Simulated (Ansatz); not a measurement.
Band structure of Nb₆OsAu (Pm-3, 8 atoms in the cell).

```
CELL_PARAMETERS angstrom
      5.17811     0.00000     0.00000
      0.00000     5.17811     0.00000
      0.00000     0.00000     5.17811
ATOMIC_POSITIONS crystal
  Nb 0.00000 0.50000 0.75499
  Nb 0.00000 0.50000 0.24501
  Nb 0.75499 0.00000 0.50000
  Nb 0.24501 0.00000 0.50000
  Nb 0.50000 0.75499 0.00000
  Nb 0.50000 0.24501 0.00000
  Os 0.00000 0.00000 0.00000
  Au 0.50000 0.50000 0.50000
```

Level of theory: LDA (PW92), PAW files made with PBE (plane waves; Ansatz, a program for electronic structure).

Settings: kpoints.mp_grid.grid = 5 5 5; hamiltonian.xc = lda; hamiltonian.pseudopotentials = {kind: paw} (the program's default PAW files); scf.occupations.method = gaussian; scf.occupations.width = 0.1 eV; kpoints.band_path.npoints = 8.

The starting cell comes from a database of computed structures (which also holds hypothetical and non-ambient phases and stackings), without a prior relaxation at this level. Its lattice was rescaled by a random factor within 2.5 % of one. Spin-orbit coupling is off. Spin polarisation is off.

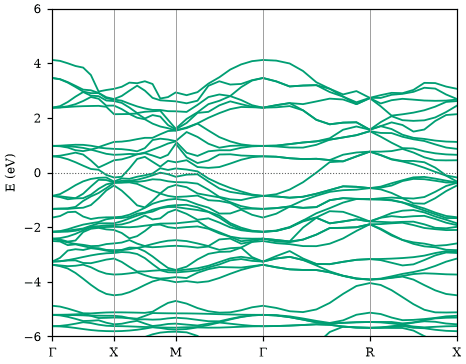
*Bands along the path, energies from the Fermi level.*

Levels in eV from the Fermi level, bands 54 to 61:
```csv
point,54,55,56,57,58,59,60,61
Γ,-1.33,-0.85,-0.85,-0.85,0.59,0.59,0.97,0.97
X,-0.38,-0.37,-0.36,-0.33,-0.18,0.45,0.65,0.87
M,-0.46,-0.35,-0.16,0.15,0.37,1.05,1.14,1.15
R,-0.57,-0.57,-0.57,0.76,0.76,0.76,1.51,1.51
```

Bands cross the Fermi level along this path, so the cell is metallic at this level.

Keys are those of Ansatz 0.2.
